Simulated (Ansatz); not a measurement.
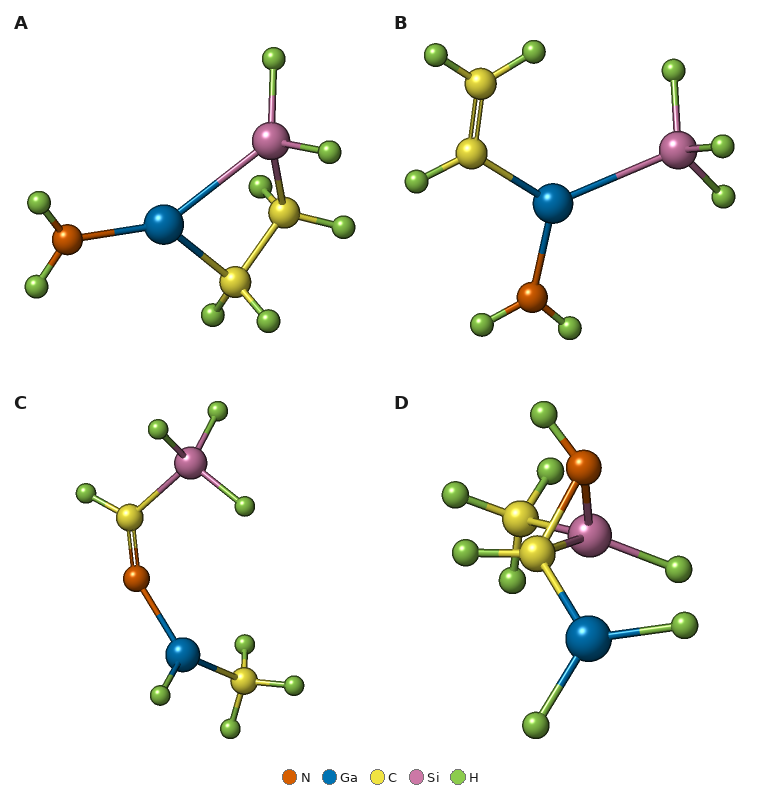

Figure made from data computed with Ansatz.

**Match each picture to its SMILES.**
(1) C=[CH][Ga]([NH2])[SiH3]
(2) C[Si@H]1N[C@@H]1[GaH2]
(3) [CH3][GaH]/[N]=C\[SiH3]
(4) [NH2][Ga]1[CH2]C[SiH2]1

A is (4), B is (1), C is (3), D is (2).
